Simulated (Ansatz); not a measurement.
Geometry relaxation of SiNH7O2 (part 1 of 2)

System: SiNH7O2.
Method: RKS PBE0-D4/def2-TZVP (Ansatz 0.2.0).

The geometry is a transition state displaced along its imaginary mode. The reaction was set up to form Si1–O7 and N2–H6 and to break Si1–N2 and H6–O7 (atoms counted from 1 in the order of the input); sticks are drawn by distance alone. Figures and captions count atoms from 1; the log counts them from 0 in places.

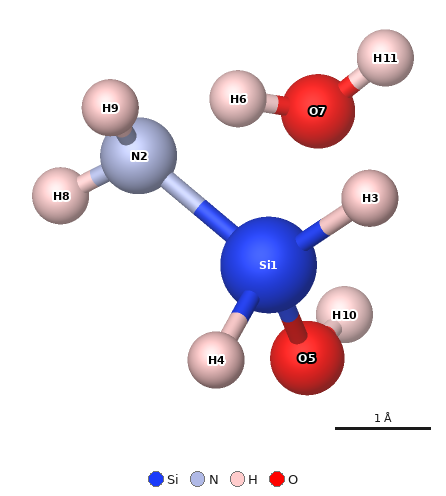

Figure 1. The structure as given in the input (ball-and-stick view, seen at a tilt; atoms are numbered from 1 in the order of the input). Bond lengths as drawn: H–N 1.01 Å, H–O 0.94 to 0.96 Å, H–Si 1.47 to 1.50 Å, N–Si 1.81 Å and O–Si 1.65 Å.

### Results in brief

```tsv
quantity	value
outcome	converged
total energy	−13571.5796 eV
mean-field energy	−13571.4310 eV
dispersion energy	−0.1486 eV
SCF solution under orbital rotations	stable
largest force (length of the vector) at the end	0.005 eV/Å
dipole moment	3.47 D
hardware	4 threads of Arm Neoverse N1, 23 GiB of memory available, shared host
wall time	60 s (CPU time 3.7 min)
peak memory	0.38 GiB
```

### The input
```yaml
crystal:
  periodic: [false, false, false]
  atoms:
    - {symbol: Si, position_ang: [-0.700274, 0.500615, -0.096392]}
    - {symbol: N, position_ang: [-0.322152, -1.199069, 0.390371]}
    - {symbol: H, position_ang: [-0.643309, 0.594233, -1.592751]}
    - {symbol: H, position_ang: [-2.121753, 0.659322, 0.237092]}
    - {symbol: O, position_ang: [-0.062692, 1.698920, 0.835675]}
    - {symbol: H, position_ang: [0.988001, -0.750801, -0.113087]}
    - {symbol: O, position_ang: [1.501857, -0.007236, -0.375275]}
    - {symbol: H, position_ang: [-0.455305, -1.389328, 1.376870]}
    - {symbol: H, position_ang: [-0.818869, -1.909606, -0.132613]}
    - {symbol: H, position_ang: [0.891129, 1.779981, 0.777680]}
    - {symbol: H, position_ang: [1.743368, 0.022967, -1.307570]}
basis:
  gaussian: {orbitals: def2-TZVP}
hamiltonian: {xc: pbe0, dispersion: d4}
relax: {f_tol: 0.005, max_steps: 200}
```

Command:
```bash
ansatz run in.yaml --threads 4 --pin off --events-out ev --progress --plain --max-ram 9574MiB
```

### Log
```
Functional definition: PBE0
  name "PBE0"
  cite "Adamo & Barone, J. Chem. Phys. 110, 6158 (1999) doi:10.1063/1.478522"
  cite "Perdew, Burke & Ernzerhof, Phys. Rev. Lett. 77, 3865 (1996) doi:10.1103/PhysRevLett.77.3865"
  parent pbe
  parameter a = 0.25
  parameter kappa = 0.804
  parameter beta = 0.06672455060314922
  exchange = (1 - a)*pbe_x(kappa = kappa, mu = beta*pi^2/3) + a*exact_x
  correlation = pbe_c(beta = beta)
1033 factors; their error is unknown
mean field evaluation 1: about -13558.9227 eV, gradient 8.4e1 eV
mean field evaluation 2: about -13545.0099 eV, gradient 1.2e2 eV
mean field evaluation 4: about -13570.3891 eV, gradient 5.5e0 eV
mean field evaluation 8: about -13570.4396 eV, gradient 8.0e-2 eV
mean field evaluation 16: about -13570.4800 eV, gradient 1.8e-5 eV
mean field -13570.48002775 eV, -498.7059426179 hartree, gradient 1.8e-5 eV, S^2 0.000000; 0 other end points of the search recorded, 0 dependent functions left out
the calculation of the forces begins
reference -13570.48005555 eV, -498.7059436397 hartree; 22, 22 occupied and 150, 150 virtual orbitals, 1033 factors
relax step   1: F+E_penalty+E_count = -13570.63817004 eV  Δ(F+E_penalty+E_count) = +0.000e0 eV  max|allowed force component| = 3.649e0 eV/Å  Δτ_max = 0.0000 Å  (27 SCF iters, accepted)
these checks for a lower state are left out or cut short: starts, cluster_reference, orbital_swaps, neighbouring_geometries, increment
1033 factors; their error is unknown
mean field -13570.88149407 eV, -498.7206962333 hartree, gradient 9.0e-6 eV, S^2 0.000000; 0 other end points of the search recorded, 0 dependent functions left out
[... from here on the field's lines of each further geometry are left out, up to the last ...]
relax step   2: F+E_penalty+E_count = -13571.03844371 eV  Δ(F+E_penalty+E_count) = -4.003e-1 eV  max|allowed force component| = 1.020e0 eV/Å  Δτ_max = 0.1513 Å  (30 SCF iters, accepted)
relax step   3: F+E_penalty+E_count = -13571.27431705 eV  Δ(F+E_penalty+E_count) = -2.359e-1 eV  max|allowed force component| = 8.622e-1 eV/Å  Δτ_max = 0.2000 Å  (35 SCF iters, accepted)
relax step   4: F+E_penalty+E_count = -13571.42868913 eV  Δ(F+E_penalty+E_count) = -1.544e-1 eV  max|allowed force component| = 8.788e-1 eV/Å  Δτ_max = 0.1948 Å  (30 SCF iters, accepted)
relax step   5: F+E_penalty+E_count = -13571.46257711 eV  Δ(F+E_penalty+E_count) = -3.389e-2 eV  max|allowed force component| = 1.221e0 eV/Å  Δτ_max = 0.1623 Å  (30 SCF iters, accepted)
relax step   6: F+E_penalty+E_count = -13571.51106666 eV  Δ(F+E_penalty+E_count) = -4.849e-2 eV  max|allowed force component| = 6.541e-1 eV/Å  Δτ_max = 0.1999 Å  (35 SCF iters, accepted)
relax step   7: F+E_penalty+E_count = -13571.55353647 eV  Δ(F+E_penalty+E_count) = -4.247e-2 eV  max|allowed force component| = 4.494e-1 eV/Å  Δτ_max = 0.1343 Å  (30 SCF iters, accepted)
relax step   8: F+E_penalty+E_count = -13571.56296180 eV  Δ(F+E_penalty+E_count) = -9.425e-3 eV  max|allowed force component| = 2.924e-1 eV/Å  Δτ_max = 0.0661 Å  (29 SCF iters, accepted)
relax step   9: F+E_penalty+E_count = -13571.57031896 eV  Δ(F+E_penalty+E_count) = -7.357e-3 eV  max|allowed force component| = 4.055e-1 eV/Å  Δτ_max = 0.1251 Å  (29 SCF iters, accepted)
relax step  10: F+E_penalty+E_count = -13571.57664274 eV  Δ(F+E_penalty+E_count) = -6.324e-3 eV  max|allowed force component| = 1.649e-1 eV/Å  Δτ_max = 0.0487 Å  (31 SCF iters, accepted)
relax step  11: F+E_penalty+E_count = -13571.57784135 eV  Δ(F+E_penalty+E_count) = -1.199e-3 eV  max|allowed force component| = 4.262e-2 eV/Å  Δτ_max = 0.0474 Å  (30 SCF iters, accepted)
relax step  12: F+E_penalty+E_count = -13571.57884091 eV  Δ(F+E_penalty+E_count) = -9.996e-4 eV  max|allowed force component| = 3.001e-2 eV/Å  Δτ_max = 0.0271 Å  (31 SCF iters, accepted)
relax step  13: F+E_penalty+E_count = -13571.57924677 eV  Δ(F+E_penalty+E_count) = -4.059e-4 eV  max|allowed force component| = 4.847e-2 eV/Å  Δτ_max = 0.0356 Å  (31 SCF iters, accepted)
relax step  14: F+E_penalty+E_count = -13571.49099971 eV  Δ(F+E_penalty+E_count) = +8.825e-2 eV  max|allowed force component| = 1.307e0 eV/Å  Δτ_max = 0.0773 Å  (29 SCF iters, rejected (line search))
relax step  15: F+E_penalty+E_count = -13571.57935773 eV  Δ(F+E_penalty+E_count) = -1.110e-4 eV  max|allowed force component| = 2.084e-2 eV/Å  Δτ_max = 0.0322 Å  (30 SCF iters, accepted)
relax step  16: F+E_penalty+E_count = -13571.57950558 eV  Δ(F+E_penalty+E_count) = -1.478e-4 eV  max|allowed force component| = 2.081e-2 eV/Å  Δτ_max = 0.0153 Å  (31 SCF iters, accepted)
relax step  17: F+E_penalty+E_count = -13571.57948537 eV  Δ(F+E_penalty+E_count) = +2.021e-5 eV  max|allowed force component| = 2.011e-2 eV/Å  Δτ_max = 0.0111 Å  (32 SCF iters, rejected (line search))
the calculation of the forces begins
reference -13571.43097500 eV, -498.7408892850 hartree; 22, 22 occupied and 150, 150 virtual orbitals, 1033 factors
relax step  18: F+E_penalty+E_count = -13571.57955789 eV  Δ(F+E_penalty+E_count) = -5.231e-5 eV  max|allowed force component| = 4.087e-3 eV/Å  Δτ_max = 0.0054 Å  (32 SCF iters, accepted)
1033 factors; their error is unknown
mean field evaluation 160: about -13571.4309 eV, gradient 6.2e-4 eV
```

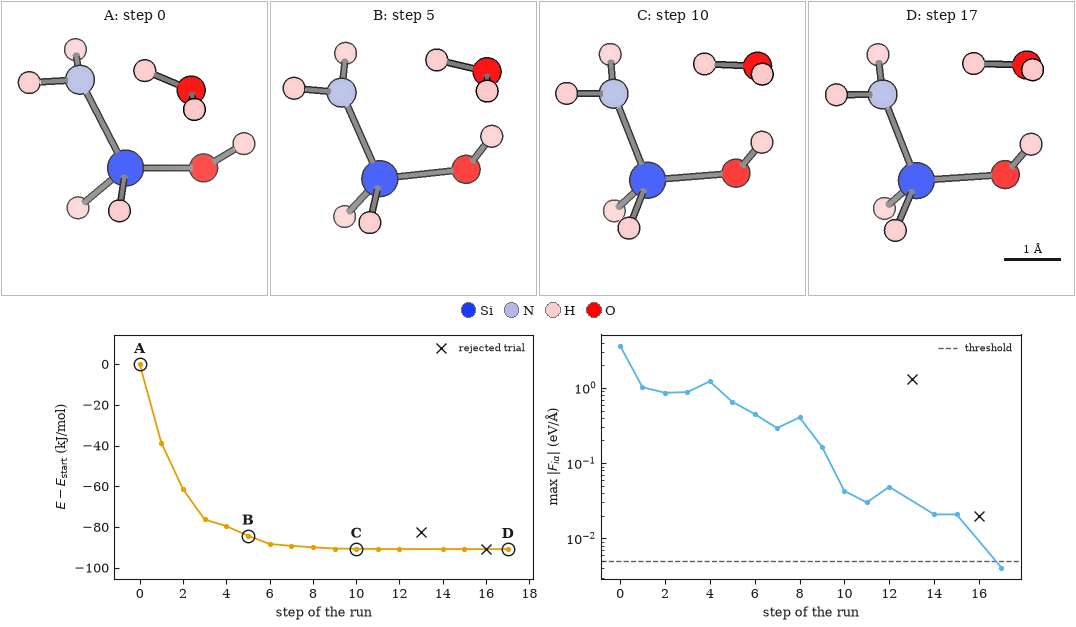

Figure 2. Frames of the relaxation (ball-and-stick view, seen at a tilt) above the curves, on which the letters mark them (the first geometry is step 0 here and step 1 in the log).

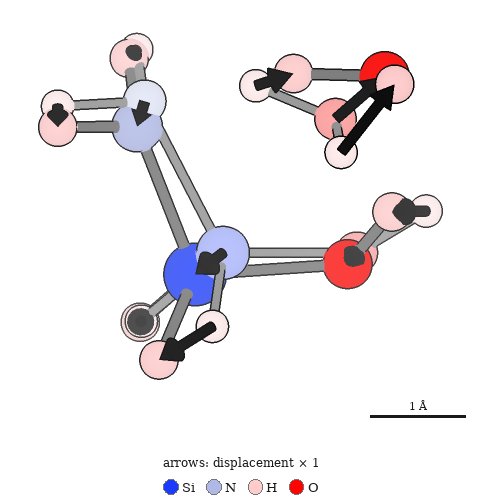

Figure 3. Start (faint) and end (solid) with the displacements as black arrows, at true length (ball-and-stick view, seen at a tilt). The two geometries are laid on each other by the best rigid fit. The largest move after the best rigid fit is that of H11, 0.92 Å. By element the largest moves are H 0.92 Å, O 0.69 Å, Si 0.47 Å, N 0.28 Å. Among the contacts that change: Si1–N2 1.808 → 1.745 Å, H6–O7 0.941 → 0.976 Å, Si1–O5 1.647 → 1.629 Å, Si1–H4 1.469 → 1.484 Å. Among the angles that change: N2–Si1–H4 104.1° → 114.3°, H6–O7–H11 115.5° → 106.6°, N2–Si1–O5 116.8° → 109.3°. The energy falls by 90.8 kJ/mol in 17 geometry steps. Largest force component: 3.6 eV/Å at the start, 0.0041 eV/Å at the end. The line search rejected the trial steps at points 13, 16 (counted from 0) and went back. (Atoms are counted from 1 in the order of the input.)

```
mean field -13571.43094547 eV, -498.7408881997 hartree, gradient 1.6e-5 eV, S^2 0.000000; 1 other end points of the search recorded, 0 dependent functions left out
the calculation of the forces begins
reference -13571.43097500 eV, -498.7408892850 hartree; 22, 22 occupied and 150, 150 virtual orbitals, 1033 factors
Total energy: -13571.57958742 eV, -498.7463506906 hartree
Atom 0 at    -1.161571     0.527752     0.000962 Å, force    -0.000652    -0.003140     0.000146 eV/Å
Atom 1 at    -0.518383    -1.070872     0.275381 Å, force    -0.000253     0.001868    -0.000458 eV/Å
Atom 2 at    -1.452155     0.539158    -1.459253 Å, force    -0.000325     0.000066    -0.000343 eV/Å
Atom 3 at    -2.396310     0.827845     0.766838 Å, force    -0.000461     0.000184    -0.000012 eV/Å
Atom 4 at    -0.067768     1.637777     0.476181 Å, force     0.000481     0.002068    -0.000686 eV/Å
Atom 5 at     1.392743    -0.592699    -0.096330 Å, force     0.004087     0.002147     0.000186 eV/Å
Atom 6 at     2.136434     0.038615    -0.139531 Å, force    -0.003308    -0.001596    -0.000031 eV/Å
Atom 7 at    -0.479201    -1.402553     1.229793 Å, force     0.000797    -0.001359     0.000101 eV/Å
Atom 8 at    -0.872749    -1.806816    -0.319333 Å, force    -0.000977     0.001228     0.000163 eV/Å
Atom 9 at     0.849613     1.407858     0.248406 Å, force     0.000937    -0.001287     0.000495 eV/Å
Atom 10 at     2.569349    -0.106067    -0.983114 Å, force    -0.000326    -0.000180     0.000439 eV/Å
Dipole moment:    -0.040486    -0.664158    -0.282986 e Å
```

### Trajectory as extended XYZ (Å, eV, eV/Å), 18 frames, from step=1 to step=18
```
11
Properties=species:S:1:pos:R:3:forces:R:3 step=1 energy=-13570.63817
Si   -0.7003    0.5006   -0.0964   -0.4055  -0.0802   0.1481
N    -0.3222   -1.1991    0.3904   -1.2677  -0.2154   0.4550
H    -0.6433    0.5942   -1.5928    0.0646  -0.0488   0.2497
H    -2.1218    0.6593    0.2371   -0.4275   0.1497   0.0610
O    -0.0627    1.6989    0.8357   -0.2038  -0.1599  -0.0507
H     0.9880   -0.7508   -0.1131   -0.7773  -2.9543   0.4416
O     1.5019   -0.0072   -0.3753    3.2578   3.6488  -1.5412
H    -0.4553   -1.3893    1.3769   -0.0961   0.0232  -0.0404
H    -0.8189   -1.9096   -0.1326   -0.1074   0.0522   0.0229
H     0.8911    1.7800    0.7777    0.0524  -0.0987  -0.0562
H     1.7434    0.0230   -1.3076   -0.0895  -0.3166   0.3101
11
Properties=species:S:1:pos:R:3:forces:R:3 step=2 energy=-13571.03844
Si   -0.7447    0.4927   -0.0749   -0.7663  -0.0585   0.0987
N    -0.3511   -1.1964    0.4060   -0.4247   0.3146   0.1766
H    -0.6569    0.5736   -1.5601    0.0315  -0.0164   0.1291
H    -2.1823    0.6822    0.2492   -0.1183   0.0371   0.0053
O    -0.0935    1.6796    0.8553   -0.0129  -0.2758  -0.0446
H     1.0729   -0.7361   -0.1305    0.4205  -0.4208  -0.3151
O     1.5878    0.0561   -0.4517    1.0204   0.6399  -0.3003
H    -0.5013   -1.3769    1.3916   -0.0008   0.0131   0.0059
H    -0.8690   -1.8972   -0.1104   -0.0029   0.0422  -0.0534
H     0.8628    1.7392    0.7957    0.0788  -0.0473  -0.0900
H     1.8753   -0.0167   -1.3702   -0.2254  -0.2281   0.3878
11
Properties=species:S:1:pos:R:3:forces:R:3 step=3 energy=-13571.27432
Si   -0.9032    0.5143   -0.0845    0.2726  -0.2063   0.8360
N    -0.3604   -1.1112    0.3920   -0.8622  -0.2082  -0.0609
H    -0.7560    0.5917   -1.5523    0.0409   0.0323  -0.1052
H    -2.3325    0.7054    0.2642   -0.0234   0.1095  -0.0027
O    -0.0761    1.5766    0.8521   -0.3082   0.1922  -0.1304
H     1.1558   -0.7172   -0.1327    0.4236   0.5251  -0.2658
O     1.7441    0.0539   -0.4003    0.5664  -0.2230  -0.3394
H    -0.4522   -1.2983    1.3869    0.0068   0.0737  -0.1322
H    -0.8477   -1.8518   -0.1035    0.0922  -0.0351   0.0668
H     0.8813    1.5560    0.7177   -0.1976  -0.1739  -0.1592
H     1.9469   -0.0194   -1.3396   -0.0110  -0.0864   0.2929
11
Properties=species:S:1:pos:R:3:forces:R:3 step=4 energy=-13571.42869
Si   -0.9869    0.5210   -0.0393   -0.2047  -0.7714  -0.0778
N    -0.4022   -1.0893    0.3864   -0.6034  -0.0861  -0.0894
H    -0.8123    0.6004   -1.5083   -0.0254   0.0391  -0.0952
H    -2.4096    0.7441    0.3027   -0.0519   0.0644   0.0542
O    -0.1150    1.5493    0.8391    0.4972   0.6978   0.3040
H     1.2093   -0.6338   -0.1537    0.8788   0.6649  -0.2417
O     1.9371    0.0274   -0.4000   -0.5401  -0.6612   0.0716
H    -0.4555   -1.2935    1.3799    0.0570   0.0249  -0.1017
H    -0.8604   -1.8478   -0.1105    0.1439   0.0263   0.0466
H     0.8366    1.4887    0.6541   -0.1842  -0.0478  -0.0410
H     2.0587   -0.0664   -1.3503    0.0328   0.0492   0.1704
```
